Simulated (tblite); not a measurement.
Scan of Cl2Si, singlet: map of symmetric stretch and bend. Scanned: Si-Cl bond length and Cl-Si-Cl angle.

Cartesian coordinates as functions of the variables (Å; names that start with a are angles):
```
Si  0  0  0
Cl  r*sin(a/2)  0  r*cos(a/2)
Cl  -r*sin(a/2)  0  r*cos(a/2)
```

Computed with GFN2-xTB, 300 K electronic temperature (tblite).

Energy in kJ/mol above the lowest grid point; x is the Si-Cl bond length (Å), y the Cl-Si-Cl angle (°).

```csv
y \ x,1.77,1.90,2.01,2.11,2.21,2.32,2.42,2.53,2.63,2.73,2.81
180,598.5,387.7,305.7,265.4,241.1,226.6,225.3,237.0,257.4,284.6,309.5
173.95,521.2,325.2,256.4,228.0,215.6,212.4,217.7,232.8,254.8,283.0,308.3
165.32,444.2,259.9,200.7,181.1,177.5,184.0,197.1,219.0,245.4,276.5,303.5
156.68,377.7,203.4,152.0,139.4,142.6,156.3,175.4,203.0,233.4,267.8,296.9
148.04,321.6,155.4,110.3,103.1,111.7,131.1,155.1,187.4,221.5,258.9,290.0
139.41,275.6,115.4,75.2,72.3,85.2,109.2,137.2,173.5,210.7,250.7,283.6
130.77,239.6,83.3,46.4,46.8,62.9,90.6,121.8,161.4,201.4,243.7,278.1
122.14,214.1,59.0,24.0,26.4,44.9,75.4,109.3,151.7,193.9,238.1,273.9
113.50,200.3,43.2,8.1,11.3,31.2,63.8,99.7,144.3,188.4,234.2,271.1
104.86,201.3,37.8,0.0,2.4,22.5,56.2,93.5,139.7,185.1,232.2,269.9
96.23,223.8,46.9,2.6,1.6,20.3,53.6,91.3,138.4,184.6,232.4,270.5
85,309.0,97.4,33.7,21.3,32.9,61.7,97.4,143.4,189.3,236.9,275.0
```

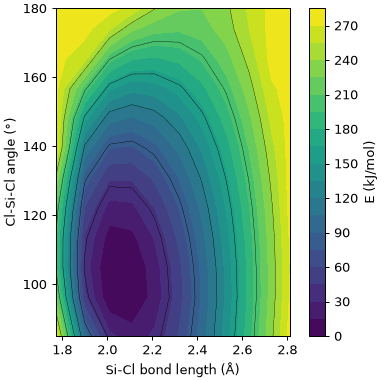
Figure. Energy surface, cut off at 275 kJ/mol.

Points that lie below all their neighbours on the grid: x = 2.01, y = 104.86 (0.0 kJ/mol).
